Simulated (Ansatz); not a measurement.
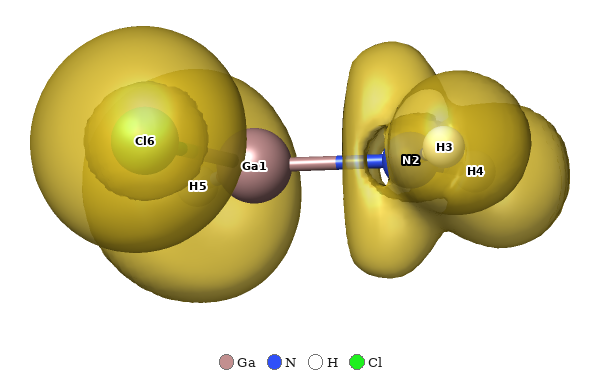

The picture shows: ClGaH₃N. Isosurface of the electron localisation function at 0.75 (yellow), seen from one side. Core shells and regions of very low density are left out.

These are results of Ansatz, RKS PBE-D4/def2-SVP, not measurements.

```xyz
6

Ga    0.6560    0.0431    0.0256
N     0.9492   -0.0260    1.8126
H     0.1989   -0.1204    2.4993
H     1.8734    0.0041    2.2454
H     1.7475    0.1823   -1.0768
Cl   -1.4419   -0.0830   -0.5184
```

> Identify the bonds, lone pairs and shells in this picture.

At this value the surface marks out one region around a hydrogen nucleus, one region wrapped around Cl (its valence shell) and one joined region spread over several atoms (H, N), in which their bonds and any lone pairs are merged. Along the contacts the grid gives the following. Ga–N (1.81 Å): the ELF peaks at about 0.85 in the valence shell of N, 0.7 Å from its nucleus, and is about 0.25 at the midpoint. Ga–Cl (2.17 Å): the ELF peaks at about 0.80 in the valence shell of Cl, 0.9 Å from its nucleus, and is about 0.55 at the midpoint.
